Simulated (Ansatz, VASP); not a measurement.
**Pd (Palladium) in two plane-wave programs**

Aim: how closely do two programs agree when they are given the same cell, functional and k mesh? The cell is taken from a series of VASP runs on this material, whose earlier steps may have relaxed, scaled or displaced it; both programs get it as it stands. Valence electrons are named where the data sets of a main pair hold unlike numbers.

Program: Ansatz 0.2.0. Level of theory: plane waves, with VASP 6.6.1 beside it; band structure at PBE. Results are calculated unless marked as measured.

## 1. The structure

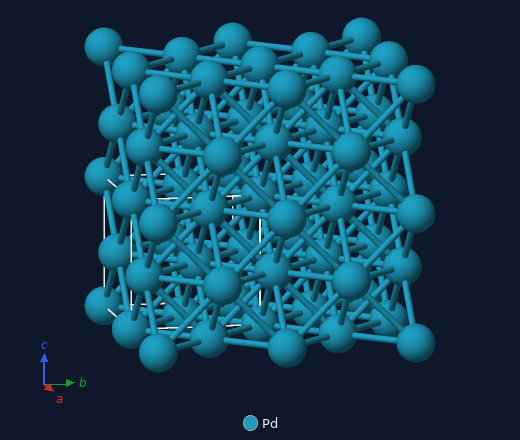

Start, viewed slightly off an axis; palladium blue. 2×2×2 cells are drawn. This picture shows the conventional cell, with its axes. Some periodic images of atoms are drawn too.

As a file:

```cif
data_structure
_symmetry_space_group_name_H-M 'Fm-3m'
_symmetry_Int_Tables_number 225
_cell_length_a 3.9350
_cell_length_b 3.9350
_cell_length_c 3.9350
_cell_angle_alpha 90.000
_cell_angle_beta 90.000
_cell_angle_gamma 90.000
_cell_volume 60.93
loop_
_atom_site_label
_atom_site_type_symbol
_atom_site_symmetry_multiplicity
_atom_site_Wyckoff_symbol
_atom_site_fract_x
_atom_site_fract_y
_atom_site_fract_z
_atom_site_occupancy
Pd1 Pd 4 a 0.00000 0.00000 0.00000 1
```

## 2. VASP: band structure, PBE

A single point gives forces, pressure and levels at one fixed geometry, so differences don't come from the geometry; what else differs is listed under the comparison.

Lines of VASP's logs that name or quote its potential files are left out, and so is its time.

File INCAR:

```
SYSTEM = Pd
PREC = Accurate
ENCUT = 400
EDIFF = 1E-06
NELM = 100
ISMEAR = 1
SIGMA = 0.2
LREAL = .FALSE.
ALGO = Normal
GGA = PE
NBANDS = 16
LORBIT = 11
LWAVE = .FALSE.
LCHARG = .FALSE.
KPAR = 2
```

File POSCAR:

```
Pd
1.0
    0.0000000000      1.9674975267      1.9674975267
    1.9674975267      0.0000000000      1.9674975267
    1.9674975267      1.9674975267      0.0000000000
Pd
1
Direct
    0.0000000000      0.0000000000      0.0000000000
```

File KPOINTS:

```
Automatic mesh
0
Gamma
12 12 12
0 0 0
```

File KPOINTS_OPT:

```
Line mode
16
Line-mode
Reciprocal
  0.00000000   0.00000000   0.00000000 GAMMA
  0.50000000   0.00000000   0.50000000 X

  0.50000000   0.00000000   0.50000000 X
  0.50000000   0.25000000   0.75000000 W

  0.50000000   0.25000000   0.75000000 W
  0.37500000   0.37500000   0.75000000 K

  0.37500000   0.37500000   0.75000000 K
  0.00000000   0.00000000   0.00000000 GAMMA

  0.00000000   0.00000000   0.00000000 GAMMA
  0.50000000   0.50000000   0.50000000 L

  0.50000000   0.50000000   0.50000000 L
  0.62500000   0.25000000   0.62500000 U

  0.62500000   0.25000000   0.62500000 U
  0.50000000   0.25000000   0.75000000 W

  0.50000000   0.25000000   0.75000000 W
  0.50000000   0.50000000   0.50000000 L

  0.50000000   0.50000000   0.50000000 L
  0.37500000   0.37500000   0.75000000 K

  0.62500000   0.25000000   0.62500000 U
  0.50000000   0.00000000   0.50000000 X
```

The projector-augmented-wave data sets are Pd (PBE family, release 64).

Started as:

```sh
> mpirun -np 2 vasp_std
```

Numbers of over 12 decimals in the logs are rounded to 6 here.

The program printed:

```text
[banner, memory and clock lines left out]
running    2 mpi-ranks, on    1 nodes
 distrk:  each k-point on    1 cores,    2 groups
 distr:  one band on    1 cores,    1 groups

 POSCAR found type information on POSCAR Pd
 POSCAR found :  1 types and       1 ions
 LDA part: xc-table for (Slater+PW92), standard interpolation
 POSCAR, INCAR and KPOINTS ok, starting setup
 FFT: planning ... GRIDC
 FFT: planning ... GRID_SOFT
 FFT: planning ... GRID
 WAVECAR not read
 entering main loop
       N       E                     dE             d eps       ncg     rms          rms(c)
DAV:   1     0.396432672220E+02    0.39643E+02   -0.39669E+03  2368   0.470E+02
DAV:   2    -0.481067244562E+01   -0.44454E+02   -0.42318E+02  3032   0.135E+02
DAV:   3    -0.549798175054E+01   -0.68731E+00   -0.68617E+00  2904   0.166E+01
DAV:   4    -0.549970547170E+01   -0.17237E-02   -0.17235E-02  2912   0.889E-01
DAV:   5    -0.549971438211E+01   -0.89104E-05   -0.89098E-05  2880   0.561E-02    0.705E+00
DAV:   6    -0.523319613716E+01    0.26652E+00   -0.98388E-01  3328   0.585E+00    0.340E+00
DAV:   7    -0.522396988699E+01    0.92263E-02   -0.11276E-02  3080   0.612E-01    0.183E+00
DAV:   8    -0.522072444609E+01    0.32454E-02   -0.99431E-04  3344   0.205E-01    0.126E-01
DAV:   9    -0.522068940681E+01    0.35039E-04   -0.11080E-04  2712   0.656E-02    0.262E-02
DAV:  10    -0.522069482797E+01   -0.54212E-05   -0.63370E-06  3200   0.168E-02    0.963E-03
DAV:  11    -0.522069389383E+01    0.93414E-06   -0.23863E-07  2232   0.347E-03
   1 F= -.52206939E+01 E0= -.52191168E+01  d E =-.473130E-02
 Start KPOINTS_OPT (optional k-point list driver)
k-point batch [1-72\160]
       N       E                     dE             ncg
DAV:   1     0.818346182759E+04   -0.14921E+05     2312
DAV:   2     0.488919065259E+04   -0.32943E+04     3096
DAV:   3     0.484180852574E+04   -0.47382E+02     2968
DAV:   4     0.484169999906E+04   -0.10853E+00     2872
DAV:   5     0.484169950863E+04   -0.49043E-03     3016
DAV:   6     0.484169950524E+04   -0.33854E-05     2720
DAV:   7     0.484169950521E+04   -0.29971E-07     2528
[...]
k-point batch [145-160\160]
       N       E                     dE             ncg
DAV:   1     0.268102416421E+05   -0.57134E+04      520
DAV:   2     0.260714737917E+05   -0.73877E+03      720
DAV:   3     0.260604347343E+05   -0.11039E+02      632
DAV:   4     0.260604196340E+05   -0.15100E-01      688
DAV:   5     0.260604195823E+05   -0.51705E-04      616
DAV:   6     0.260604195820E+05   -0.27517E-06      640
```

Parts of OUTCAR (step 2):

```text
ion  position               nearest neighbor table
   1  0.000  0.000  0.000-

  LATTYP: Found a face centered cubic cell.
 ALAT       =     3.9349950534

 Subroutine GETGRP returns: Found 48 space group operations
 (whereof 48 operations were pure point group operations)

The static configuration has the point symmetry O_h .

 Found     72 irreducible k-points:

   k-points           NKPTS =     72   k-points in BZ     NKDIM =     72   number of bands    NBANDS=     16

   dimension x,y,z NGX =    18 NGY =   18 NGZ =   18
   dimension x,y,z NGXF=    36 NGYF=   36 NGZF=   36

   ENCUT  =  400.0 eV  29.40 Ry    5.42 a.u.   4.54  4.54  4.54*2*pi/ulx,y,z

   NELECT =      10.0000    total number of electrons

 k-points in reciprocal lattice and weights: Automatic mesh
   0.00000000  0.00000000  0.00000000       0.001
   0.08333333  0.00000000  0.00000000       0.005
   0.16666667  0.00000000  0.00000000       0.005
   0.25000000  0.00000000  0.00000000       0.005
   0.33333333  0.00000000  0.00000000       0.005
   0.41666667  0.00000000  0.00000000       0.005
   0.50000000  0.00000000  0.00000000       0.002
   0.08333333  0.08333333  0.00000000       0.003
   0.16666667  0.08333333  0.00000000       0.014
[...]
-0.33333333  0.50000000  0.16666667       0.007
  -0.25000000  0.50000000  0.25000000       0.003

 average (electrostatic) potential at core
       1 -70.9729

 E-fermi :   9.2091

 k-point     1 :       0.0000    0.0000    0.0000
  band No.  band energies     occupation
    ...
      2       6.5400      2.00000
      3       6.5400      2.00000
      4       6.5400      2.00000
      5       8.0723      2.00000
      6       8.0723      2.00000
      7      26.4219      0.00000
      8      31.0172      0.00000
      9      31.0172      0.00000
     10      31.0172      0.00000
     11      35.5362      0.00000
    ...

 k-point     2 :       0.0833    0.0000    0.0000
  band No.  band energies     occupation
    ...
      2       6.4596      2.00000
      3       6.6209      2.00000
      4       6.6209      2.00000
      5       8.0364      2.00000
      6       8.0364      2.00000
      7      26.6464      0.00000
      8      29.5253      0.00000
      9      31.2799      0.00000
     10      31.2799      0.00000
     11      35.6511      0.00000
    ...

 k-point     3 :       0.1667    0.0000    0.0000
  band No.  band energies     occupation
    ...
      2       6.3204      2.00000
      3       6.7849      2.00000
      4       6.7849      2.00000
      5       8.0130      2.00000
      6       8.0130      2.00000
      7      26.2813      0.00000
      8      27.6683      0.00000
      9      31.9494      0.00000
     10      31.9494      0.00000
     11      35.1501      0.00000
    ...

  Total        0.0063073      0.0063073      0.0063073     -0.0000000      0.0000000     -0.0000000
  in kB        0.6634089      0.6634089      0.6634089     -0.0000000      0.0000000     -0.0000000
  external PRESSURE =       0.6634089 kB  Pullay stress =       0.0000000 kB

  energy-cutoff  :      400.00
  volume of cell :       15.23
      direct lattice vectors                 reciprocal lattice vectors
     0.000000000  1.967497527  1.967497527    -0.254129926  0.254129926  0.254129926
     1.967497527  0.000000000  1.967497527     0.254129926 -0.254129926  0.254129926
     1.967497527  1.967497527  0.000000000     0.254129926  0.254129926 -0.254129926

 POSITION                                       TOTAL-FORCE (eV/Angst)
 -----------------------------------------------------------------------------------
      0.00000      0.00000      0.00000         0.000000     -0.000000     -0.000000
 -----------------------------------------------------------------------------------
    total drift:                                0.000000     -0.000000     -0.000000

  FREE ENERGIE OF THE ION-ELECTRON SYSTEM (eV)
  ---------------------------------------------------
  free  energy   TOTEN  =        -5.2206938938 eV

  energy  without entropy=       -5.2159625963  energy(sigma->0) =       -5.21911679

 total charge
# of ion       s       p       d       tot
------------------------------------------
    1        0.477   0.445   8.452   9.374

[... 3 further parts left out ...]
```

Spin-orbit coupling is off here; it would split degenerate levels.

## 3. Ansatz: band structure, PBE

Ansatz runs on its default PAW (the set named soft_2) files.

The same cell, functional, mesh and smearing now go to Ansatz, which takes its cutoff from its data sets.

File input.yaml:

```yaml
crystal:
  lattice:
    - [0.0, 1.9674975267, 1.9674975267]
    - [1.9674975267, 0.0, 1.9674975267]
    - [1.9674975267, 1.9674975267, 0.0]
  atoms:
    - { symbol: Pd, position: [0.0, 0.0, 0.0] }
hamiltonian:
  xc: pbe
  pseudopotentials: { kind: paw }
kpoints:
  mp_grid: { grid: [12, 12, 12] }
  band_path:
    path:
      - [0.0, 0.0, 0.0]
      - [0.16667, 0.0, 0.16667]
      - [0.33333, 0.0, 0.33333]
      - [0.5, 0.0, 0.5]
      - [0.5, 0.08333, 0.58333]
      - [0.5, 0.18333, 0.68333]
      - [0.5, 0.25, 0.75]
      - [0.45, 0.3, 0.75]
      - [0.40833, 0.34167, 0.75]
      - [0.35, 0.35, 0.7]
      - [0.225, 0.225, 0.45]
      - [0.075, 0.075, 0.15]
      - [0.03333, 0.03333, 0.03333]
      - [0.23333, 0.23333, 0.23333]
      - [0.4, 0.4, 0.4]
      - [0.51667, 0.46667, 0.51667]
      - [0.55833, 0.38333, 0.55833]
      - [0.60833, 0.28333, 0.60833]
      - [0.60833, 0.25, 0.64167]
      - [0.55833, 0.25, 0.69167]
      - [0.51667, 0.25, 0.73333]
      - [0.5, 0.3, 0.7]
      - [0.5, 0.38333, 0.61667]
      - [0.5, 0.48333, 0.51667]
      - [0.475, 0.475, 0.55]
      - [0.425, 0.425, 0.65]
      - [0.38333, 0.38333, 0.73333]
      - [0.59167, 0.18333, 0.59167]
      - [0.55, 0.1, 0.55]
      - [0.5, 0.0, 0.5]
    npoints: 1
scf:
  occupations: { method: methfessel_paxton, width: 0.2 }
  n_extra_bands: 6
output:
  forces: true
  stress: true
  eigenvalues: true
```

Started as:

```sh
> ansatz run input.yaml --threads 2 --pin off --max-ram 4608MiB --backend cpu --events-out ev --progress --plain --runs-dir out
```

The program printed:

```text
scf.n_extra_bands = 6 over 9 filled bands (N_el = 18.0): the run solves 15 bands
Engine: ansatz 0.2.0, aarch64-unknown-linux-gnu
Pseudopotentials: kind: paw
Pseudopotential: Pd, paw, valence charge 18, recommended cutoff 420 eV (normal), Pd.paw.azcp
Functional definition: PBE
  parameter kappa = 0.804
  parameter beta = 0.066725
  exchange = pbe_x(kappa = kappa, mu = beta*pi^2/3)
  correlation = pbe_c(beta = beta)
Crystal: 1 atoms, lattice volume = 15.233 Å³
Basis set: ecut = 420 eV, 307 PW (Γ), exchange–correlation on 40×40×40 points (8 copies of the dense FFT grid, shifted against one another)
Bands: 15, of which v1, the nominal top of the filled ones, is band 9 counted from 1 (8 counted from 0)
Symmetry: 48 space group operations
Space group: Fm-3m (ITA 225), of the structure as read, at distance tolerance 2.5e-5 Å
k-points: 72 of 1728
Non-local potential: Pd, projectors of the file, l = 0: 2, l = 1: 2, l = 2: 2, l = 3: 1
PAW form: soft (Blöchl's): semilocal exchange-correlation on the pseudo side does not see the compensation charge
PAW one-centre angular grid: Pd, 590 points (default); XC on 64 Gauss nodes
Initial density: superposition of atomic densities (neutral atoms: chi_scale 0, normalization atom), corrected by the library's trained network
Initial wavefunctions: pseudopotential atomic-orbital guess
Functional: x = pbe(κ = 0.804, μ = 0.219515), c = pbe(β = 0.066725)
SCF iter   1: F=—  HF=-6972.852997 eV  |F-HF|=—  |Δ(HF+E_count)|=         —  Δρ=5.34e-3  dr2=9.61e-4  ethr=1.77e-3  ⟨swp⟩=5.0  Hψ=5633  notcnv=0  defer=17
preconditioner: auto → none  [metal: Δε(μ)=0.004 eV  Ē_g=17.927 eV  σ=0.200 eV  W_gap=0.02  n_scr=8 (ndim 8)  ℏωp=30.1 eV  f_vac=0.000  D(μ)=2.57/eV (n_scr^D=50)  sad-step TF]
SCF iter   2: F=—  HF=-6972.853049 eV  |F-HF|=—  |Δ(HF+E_count)|=   5.15e-5  S|Δr|=    0.00e0  Δρ=2.74e-3  dr2=1.90e-4  ethr=5.34e-6  ⟨swp⟩=1.5  Hψ=1747  notcnv=0  defer=17
SCF iter   3: F=—  HF=-6972.853161 eV  |F-HF|=—  |Δ(HF+E_count)|=   1.13e-4  S|Δr|=    0.00e0  Δρ=8.29e-4  dr2=9.53e-5  ethr=1.06e-6  ⟨swp⟩=2.0  Hψ=1560  notcnv=0  defer=17
SCF iter   4: F=—  HF=-6972.853137 eV  |F-HF|=—  |Δ(HF+E_count)|=   2.45e-5  S|Δr|=    0.00e0  Δρ=1.23e-4  dr2=1.12e-6  ethr=5.29e-7  ⟨swp⟩=2.4  Hψ=1326  notcnv=0  defer=17
SCF iter   5: F=—  HF=-6972.853138 eV  |F-HF|=—  |Δ(HF+E_count)|=   8.67e-7  S|Δr|=    0.00e0  Δρ=5.89e-5  dr2=4.33e-7  ethr=6.24e-9  ⟨swp⟩=2.2  Hψ=1412  notcnv=0  defer=17
SCF iter   6: F=-6972.853138 eV  HF=-6972.853138 eV  |F-HF|=4.12e-8  |Δ(HF+E_count)|=   9.42e-8  S|Δr|=    0.00e0  Δρ=2.24e-5  dr2=6.37e-8  ethr=5.56e-10  ⟨swp⟩=6.2  Hψ=4199  notcnv=0
SCF 1 converged in 6 iterations: F = -6972.853138 eV  dr2 = 6.37e-8
  greatest PAW one-centre occupation: 0.999 electrons in one spin orbital (limit 2), on the Pd atom at site 0 (counted from 0), in its partial waves of l = 0
NSCF: frozen V_eff on 30 k-points
SCF converged after 6 iterations
Stability not checked: this state was not tested for a lower state beside it, because cold or Methfessel-Paxton smearing, or corrected tetrahedra, fill the levels in a way that the test cannot read (fill_not_monotonic; see scf.lower_state_search)
Free energy (F): -6972.853138 eV
Harris-Foulkes:  -6972.853138 eV  (|F-HF|=4.12e-8)
Internal energy: -6972.848466 eV  (E = F + TS)
E sigma→0 (E₀):  -6972.851970 eV
Entropy (-TS):   -0.004672 eV (-4.672 meV/atom)
Fermi energy:    18.936861 eV
--- Per-component energies (eV) ---
  E_band       = -149.782539
  E_kinetic    = 513.179452
  E_local      = -1793.561926  (includes V_loc(G=0)·N_el)
  E_nonlocal   = 217.119983
  E_hartree    = 727.102403
  E_xc         = -168.543704
  E_vxc        = -211.446802  (∫ρ·V_xc dr)
  E_paw        = -3750.148328  (= ΣΔE_a)
  E_vpaw       = -329.290534  (= ΣTr[D̂ρ^β])
  E_aug_tail   = 0.000192  (compensation charges beyond the density's cutoff)
  E_ewald      = -2717.996537
  E_smearing   = -0.004672  (= −TS)
  E_closure    = 0.000000  (closes the sum)
  Σ components = -6972.853138   (vs F -6972.853138, Δ=0.00e0)
--- Forces (eV/Å), atoms counted from 1 ---
  atom   1  Pd     0.00000000     0.00000000    -0.00000000
  max |Σ_I F_I| component: 6.57e-32 eV/Å
--- Stress (GPa, compression-positive) ---
        0.746626      -0.000000       0.000000
        0.000000       0.746626      -0.000000
        0.000000       0.000000       0.746626
  P = ⅓ Tr σ = 0.7466 GPa (7.466 kbar)
--- Band table (eV; the first three rows and the last of 72) ---
  k-point 0: bands = [... 5 lower, 16.2626, 16.2626, 16.2626, 17.7931, 17.7931, 35.9743, 40.5146, 40.5146, ... 2 higher]
  k-point 1: bands = [... 5 lower, 16.1818, 16.3435, 16.3435, 17.7568, 17.7568, 36.2027, 39.0835, 40.7809, ... 2 higher]
  k-point 2: bands = [... 5 lower, 16.0424, 16.5074, 16.5074, 17.7338, 17.7338, 35.9078, 37.2245, 41.4736, ... 2 higher]
  k-point 71: bands = [... 5 lower, 15.7483, 15.7483, 17.7094, 19.2348, 27.6946, 27.6946, 29.0495, 30.3305, ... 2 higher]
```

It took 1.4 s on 2 threads of Arm Neoverse N1, shared host; peak memory 0.3 GiB.

## 4. Differences

Known differences besides the potentials themselves: the data sets hold 18 valence electrons in Ansatz (on its default PAW (the set named soft_2) files) and 10 in VASP; the cutoff is 420 eV in Ansatz and 400 eV in VASP; VASP leaves aspherical gradient terms in its spheres out (LASPH is not set), Ansatz keeps them. Total energies have different zeros and are not compared.

Both answers:

```tsv
quantity	Ansatz	VASP	difference
pressure (GPa)	0.75	0.07	+0.68
pressure without Ansatz's Pulay correction (GPa)	0.68	0.07	+0.62
```

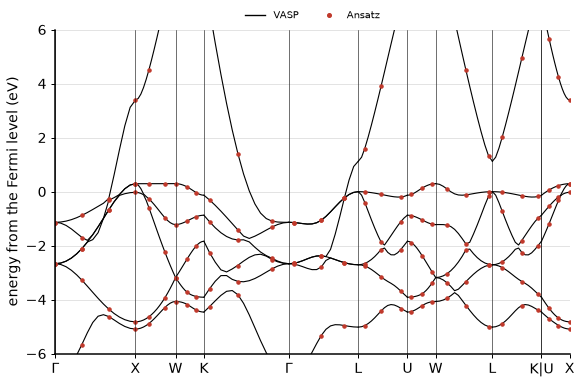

Bands from VASP (lines) and levels from Ansatz (dots). Dots without a line are higher empty bands that the VASP plot leaves out.

Levels from 3 eV below to 2 eV above the Fermi level differ by 6 meV r.m.s. and 13 meV at most; each VASP level is matched to the nearest of Ansatz, which flatters the figure a little. Ansatz's pressure holds a Pulay correction of 0.06 GPa; VASP's holds none.

## 5. Outcome

```
r.m.s. difference of levels near the Fermi level (band structure, PBE) : 5.7 meV
difference in pressure (band structure, PBE)                           : 0.68 GPa
```

In words: The difference in pressure is 0.68 GPa (band structure, PBE), within the 1 GPa picked in this series as the mark of a large difference. The data sets hold unlike numbers of valence electrons (18 in Ansatz and 10 in VASP), so part of the differences comes from the potentials. How closely two codes agree says nothing of how well the functional describes the real material.

[Lines on the potential files, build, host, timing and source positions are cut from VASP's logs without a mark.]

[Logs are printed without paths, hosts, clocks, repeated set-up lines and the standing remarks that a program may print on its own settings, such as how far it seeks lower states.]

[Hosts, paths, dates, database ids (printed as entryN), source tags and the programs' standing remarks are cut or masked in the printed files.]
